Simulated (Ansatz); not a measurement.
The crystal is Ge2SeN2 (Cmc2_1).

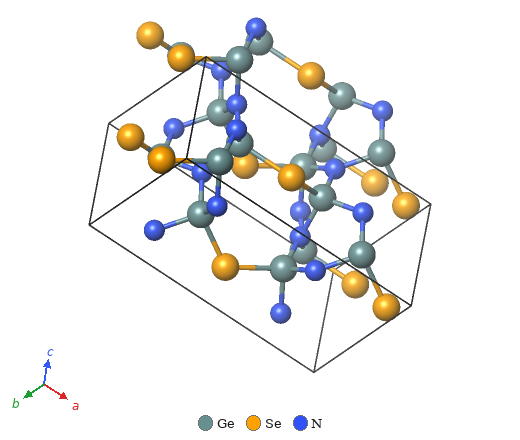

The structure (germanium teal, selenium orange, nitrogen blue). 1×1×2 conventional cells are drawn. Some periodic images of atoms are drawn too.

```
Ge Se N
1.0
     5.63902   -2.95154    0.00000
     5.63902    2.95154    0.00000
     0.00000    0.00000    5.18324
Ge Se N
4 2 4
Direct
  0.33382 0.03403 0.33372
  0.96597 0.66618 0.33372
  0.66618 0.96597 0.83372
  0.03403 0.33382 0.83372
  0.28980 0.71020 0.17403
  0.71020 0.28980 0.67403
  0.34673 0.09056 0.68127
  0.90944 0.65327 0.68127
  0.65327 0.90944 0.18127
  0.09056 0.34673 0.18127
```

The cell and positions are those that the Materials Project relaxed with its own functionals (PBE, PBE+U or r2SCAN), kept fixed. At the settings of the band run the largest force is still 0.08 eV/Å.

Gaps computed with Ansatz 0.2.0 without a self-energy: PBE 1.69 eV and PBE+SOC 1.63 eV. The mean ε∞ by PBE perturbation theory is 6.51.

Question: What gap should G0W0 on PBE give (4×4×4 mesh, 946 empty bands, screening to 180 eV, PAW set soft_1 files)?

About 2.90 eV: on its mesh the run moves the gap from 1.69 eV by +1.20 eV. A band edge moves to another state on the way. One-shot corrections scale roughly with one over ε∞, here 0.15. Spin-orbit coupling is not in that value; its −0.07 eV at the PBE level would bring it to about 2.83 eV. Bands and cutoff are finite, so the gap is not at the basis limit. The miss can reach some tenths of an eV and take either sign; the mesh is an error of its own. The many-body steps are scalar-relativistic: spin-orbit coupling is not in them.

[Paths, hosts, dates, memory and timing lines, banners, echoed tables and standing remarks are left out of the program output.]

[Logs are printed without paths, hosts, clocks, repeated set-up lines and the standing remarks that a program may print on its own settings, such as how far it seeks lower states.]

[Runs of the session that timed out or met a known fault of the program may be left out.]

[Cells called generated may have been cut or substituted from an entry of the Crystallography Open Database or the Materials Project.]

[Hosts, paths, dates, database ids (printed as entryN), source tags and the programs' standing remarks are cut or masked in the printed files.]
